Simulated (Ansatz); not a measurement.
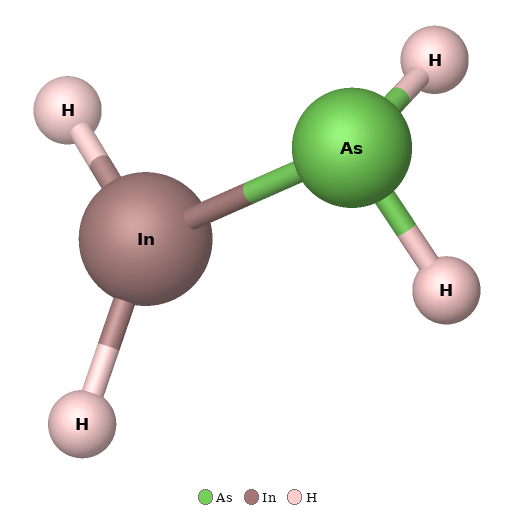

The geometry was computed by an optimisation with PBE0-D4/def2-TZVP. Level of theory: RKS ωB97M-V/def2-QZVPP, core potentials on In (Ansatz 0.2.0).

What does the calculation give?

The species is AsH4In (`[AsH2][InH2]`).
- HOMO energy (Kohn–Sham orbital): −8.93 eV
- LUMO energy (Kohn–Sham orbital): −0.38 eV
- HOMO–LUMO gap: 8.55 eV
